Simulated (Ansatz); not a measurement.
# SiO2 (P4_2/mnm): zone-centre modes under pressure

Wanted: Grüneisen parameters and pressure coefficients of the modes of SiO2 (P4_2/mnm).

Program: Ansatz 0.2.0. Level of theory: DFT LDA, scalar-relativistic, plane waves, PAW; PAW set soft_1. Results are calculated unless marked as measured.

### 1. The starting structure

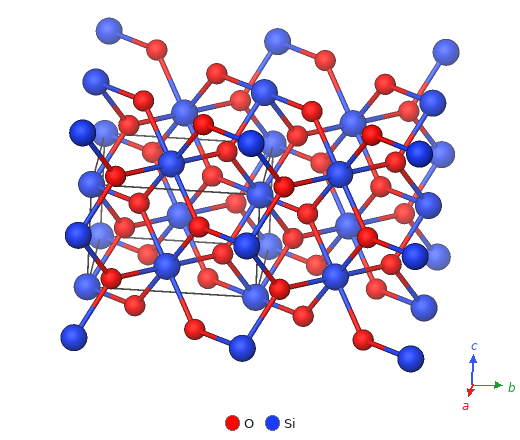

The cell as given, slightly off an axis (oxygen red, silicon blue). 2×2×2 cells are drawn. Some periodic images of atoms are drawn too.

Coordinates:

```cif
data_structure
_symmetry_space_group_name_H-M 'P 1'
_symmetry_Int_Tables_number 1
_cell_length_a 4.2332
_cell_length_b 4.2332
_cell_length_c 2.6935
_cell_angle_alpha 90.000
_cell_angle_beta 90.000
_cell_angle_gamma 90.000
_cell_volume 48.27
loop_
_atom_site_label
_atom_site_type_symbol
_atom_site_fract_x
_atom_site_fract_y
_atom_site_fract_z
_atom_site_occupancy
O1 O 0.69316 0.69316 0.00000 1
O2 O 0.19316 0.80684 0.50000 1
O3 O 0.30684 0.30684 0.00000 1
O4 O 0.80684 0.19316 0.50000 1
Si5 Si 0.50000 0.50000 0.50000 1
Si6 Si 0.00000 0.00000 0.00000 1
```

### 2. A rough relaxation first

The start is far from rest, so a relaxation with loose tolerances brings it close first.

input.yaml

```yaml
crystal:
  lattice:
    - [4.233169, 0.0, 0.0]
    - [0.0, 4.233169, 0.0]
    - [0.0, 0.0, 2.693495]
  atoms:
    - { symbol: O, position: [0.693161, 0.693161, 0.0] }
    - { symbol: O, position: [0.193161, 0.806839, 0.5] }
    - { symbol: O, position: [0.306839, 0.306839, 0.0] }
    - { symbol: O, position: [0.806839, 0.193161, 0.5] }
    - { symbol: Si, position: [0.5, 0.5, 0.5] }
    - { symbol: Si, position: [0.0, 0.0, 0.0] }
kpoints:
  mp_grid: { grid: [6, 6, 8] }
hamiltonian:
  xc: lda
  pseudopotentials: { kind: paw, azcp: { folder: soft_1 }, xc_functional: pbe }
scf:
  occupations: { method: gaussian, width: 0.1 }
output:
  forces: true
  stress: true
  eigenvalues: true
relax:
  adjacent_minimum: "off"
  f_tol: 0.05
  max_steps: 80
  cell: { stress_tol: 0.5 }
```

On the command line:

```sh
$ ansatz run input.yaml --threads 4 --pin off --max-ram 16384MiB --backend cpu --events-out ev --progress --plain --runs-dir out
```

Numbers of over 12 decimals in the logs are rounded to 6 here.

Log:

```text
The last accepted step is kept in <dir> (removed where the run ends without a failure and the disk answers)
Engine: ansatz 0.2.0, x86_64-unknown-linux-gnu
Pseudopotentials: kind: paw
Pseudopotential: O, paw, valence charge 6, recommended cutoff 420 eV (normal), soft_1/O.paw.azcp
Pseudopotential: Si, paw, valence charge 4, recommended cutoff 420 eV (normal), soft_1/Si.paw.azcp
Functional definition: SPW92
[...]
cell:  # Å, volume = 45.9856 Å³
    - [4.156842, 0, 0]
    - [0, 4.156842, 0]
    - [0, 0, 2.661306]
  atoms:
    - { symbol: O, position: [0.694489, 0.694489, 0] }
    - { symbol: O, position: [0.194489, 0.805511, 0.5] }
    - { symbol: O, position: [0.305511, 0.305511, 0] }
    - { symbol: O, position: [0.805511, 0.194489, 0.5] }
    - { symbol: Si, position: [0.5, 0.5, 0.5] }
    - { symbol: Si, position: [0, 0, 0] }
[key lines of the parts left out:]
SCF converged after 4 iterations
Free energy (F): -3445.450975 eV
Fermi energy:    13.356992 eV
P = ⅓ Tr σ = -0.3143 GPa (-3.143 kbar)
```

It took 2.2 s on 4 threads of Intel Xeon 6975P-C (Granite Rapids), shared host; peak memory 0.41 GiB.

The steps of the relaxation:

```
step  energy less that of the first step (eV)  largest force component (eV/Å)  pressure (GPa)  volume (Å³)
   1                                   0.0000                          0.0971          -14.11        48.27
   2                                  -0.0743                          0.0004           -8.05        47.26
   3                                  -0.1131                          0.0400            0.74        45.93
   4                                  -0.1132                          0.0143            0.07        45.99
  5*                                  -0.1043                          0.0143           -0.31        45.99
```

Relaxation steps marked * repeat the geometry before them on a plane-wave basis chosen anew for their cell, so energy and pressure can jump there.

Forces are held to the 16 operations that the run works with; a distortion that breaks them can't arise in this run.

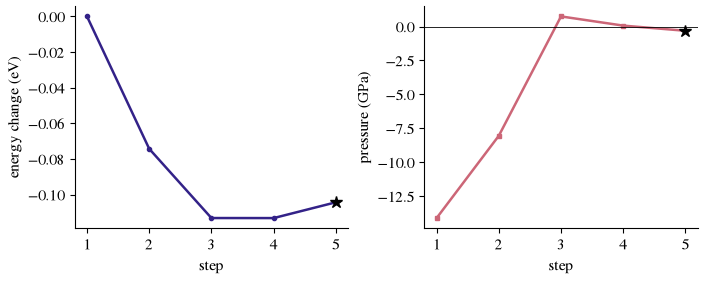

Energy and pressure along the relaxation. Stars mark steps on a basis chosen anew.

```
conventional cell, symmetrised  before  after  change
                         a (Å)   4.233  4.157  -1.8 %
                         b (Å)   4.233  4.157  -1.8 %
                         c (Å)   2.693  2.661  -1.2 %
              volume (Å³/atom)    8.04   7.66  -4.7 %
```

The relaxed structure:

```cif
data_structure
_symmetry_space_group_name_H-M 'P 1'
_symmetry_Int_Tables_number 1
_cell_length_a 4.1568
_cell_length_b 4.1568
_cell_length_c 2.6613
_cell_angle_alpha 90.000
_cell_angle_beta 90.000
_cell_angle_gamma 90.000
_cell_volume 45.99
loop_
_atom_site_label
_atom_site_type_symbol
_atom_site_fract_x
_atom_site_fract_y
_atom_site_fract_z
_atom_site_occupancy
O1 O 0.69449 0.69449 0.00000 1
O2 O 0.19449 0.80551 0.50000 1
O3 O 0.30551 0.30551 0.00000 1
O4 O 0.80551 0.19449 0.50000 1
Si5 Si 0.50000 0.50000 0.50000 1
Si6 Si 0.00000 0.00000 0.00000 1
```

A gap read on the k-mesh alone can miss the band edges.

Numbers from this step:

| Quantity | Value |
| --- | --- |
| pressure | -0.3143 GPa |
| gap on the k-mesh | 5.799 eV |
| volume per atom | 7.664 Å³ |

In this step the volume went from 8.04 to 7.66 Å³/atom.

### 3. Relaxation

The cell and atoms are relaxed, since residual forces and stress would shift the frequencies.

input.yaml, the sections that differ from step 2:

```yaml
crystal:
  lattice:
    - [4.1568423282, 0.0, 0.0]
    - [0.0, 4.1568423282, 0.0]
    - [0.0, 0.0, 2.6613064921]
  atoms:
    - { symbol: O, position: [0.6944886421, 0.6944886421, 0.0] }
    - { symbol: O, position: [0.1944886421, 0.8055113579, 0.5] }
    - { symbol: O, position: [0.3055113579, 0.3055113579, 0.0] }
    - { symbol: O, position: [0.8055113579, 0.1944886421, 0.5] }
    - { symbol: Si, position: [0.5, 0.5, 0.5] }
    - { symbol: Si, position: [0.0, 0.0, 0.0] }
scf:
  occupations: { method: gaussian, width: 0.02 }
relax:
  adjacent_minimum: "off"
  f_tol: 0.005
  max_steps: 80
  cell: { stress_tol: 0.05 }
# kpoints, hamiltonian, output: as in step 2
```

Log:

```text
[...]
Crystal: 6 atoms, lattice volume = 45.986 Å³
Basis set: ecut = 420 eV, 913 PW (Γ)
Bands: 22, of which v1, the nominal top of the filled ones, is band 16 counted from 1 (15 counted from 0)
Symmetry: 16 space group operations
[...]
k-points: 50 of 288
[...]
cell:  # Å, volume = 45.9440 Å³
    - [4.154862, 0, 0.0]
    - [0, 4.154862, 0.0]
    - [0.0, 0.0, 2.661434]
  atoms:
    - { symbol: O, position: [0.694435, 0.694435, 0.0] }
    - { symbol: O, position: [0.194435, 0.805565, 0.5] }
    - { symbol: O, position: [0.305565, 0.305565, 0.0] }
    - { symbol: O, position: [0.805565, 0.194435, 0.5] }
    - { symbol: Si, position: [0.5, 0.5, 0.5] }
    - { symbol: Si, position: [0, 0, 0.0] }
[key lines of the parts left out:]
SCF converged after 3 iterations
Free energy (F): -3445.450970 eV
Fermi energy:    13.379980 eV
P = ⅓ Tr σ = -0.0037 GPa (-0.037 kbar)
```

Run time: 2.4 s. Hardware: 4 threads; peak memory 0.42 GiB.

Little changed from the start: no atom moved by 0.005 Å and no cell edge by 0.1 %.

Numbers from this step:

```yaml
pressure: -0.003676 GPa
gap_on_the_k_mesh: 5.816 eV
volume_per_atom: 7.657 Å³
```

In this step the volume went from 7.66 to 7.66 Å³/atom.

### 4. Tight relaxation

Phonons need small forces and stress, so the relaxation is finished with tight tolerances on 8×8×8 k points.

input.yaml

```yaml
crystal:
  lattice:
    - [4.1548620114, 0.0, 0.0]
    - [0.0, 4.1548620114, 0.0]
    - [0.0, 0.0, 2.6614337063]
  atoms:
    - { symbol: O, position: [0.6944351984, 0.6944351984, 0.0] }
    - { symbol: O, position: [0.1944351984, 0.8055648016, 0.5] }
    - { symbol: O, position: [0.3055648016, 0.3055648016, 0.0] }
    - { symbol: O, position: [0.8055648016, 0.1944351984, 0.5] }
    - { symbol: Si, position: [0.5, 0.5, 0.5] }
    - { symbol: Si, position: [0.0, 0.0, 0.0] }
kpoints:
  mp_grid: { grid: [8, 8, 8] }
hamiltonian:
  xc: lda
  pseudopotentials: { kind: paw, azcp: { folder: soft_1 }, xc_functional: pbe }
scf:
  occupations: { method: fixed }
output:
  forces: true
  stress: true
  eigenvalues: true
relax:
  adjacent_minimum: "off"
  f_tol: 0.001
  max_steps: 60
  cell: { stress_tol: 0.01 }
```

Log:

```text
[...]
Crystal: 6 atoms, lattice volume = 45.944 Å³
Basis set: ecut = 420 eV, 913 PW (Γ)
Bands: 22, of which v1, the nominal top of the filled ones, is band 16 counted from 1 (15 counted from 0)
Symmetry: 16 space group operations
[...]
k-points: 75 of 512
[...]
cell:  # Å, volume = 45.9437 Å³
    - [4.154913, 0, 0.0]
    - [0, 4.154913, 0.0]
    - [0.0, 0.0, 2.661349]
  atoms:
    - { symbol: O, position: [0.694429, 0.694429, 0.0] }
    - { symbol: O, position: [0.194429, 0.805571, 0.5] }
    - { symbol: O, position: [0.305571, 0.305571, 0.0] }
    - { symbol: O, position: [0.805571, 0.194429, 0.5] }
    - { symbol: Si, position: [0.5, 0.5, 0.5] }
    - { symbol: Si, position: [0, 0, 0.0] }
[key lines of the parts left out:]
SCF converged after 5 iterations
Free energy (F): -3445.450897 eV
Fermi energy:    10.472121 eV
P = ⅓ Tr σ = 0.0028 GPa (0.028 kbar)
```

Run time: 2.4 s. Hardware: 4 threads; peak memory 0.43 GiB; 8.8 s of CPU time.

Little changed from the start: no atom moved by 0.005 Å and no cell edge by 0.1 %.

Numbers from this step:

| Item | Value |
| --- | --- |
| pressure | 0.002794 GPa |

The largest force component left is 0.056 meV/Å and the pressure is 0.003 GPa, within the tolerances set. The cell now holds 7.66 Å³/atom.

[end of part 1 of 4]

[Logs are printed without paths, hosts, clocks, repeated set-up lines and the standing remarks that a program may print on its own settings, such as how far it seeks lower states.]

[Hosts, paths, dates, database ids (printed as entryN), source tags and the programs' standing remarks are cut or masked in the printed files.]
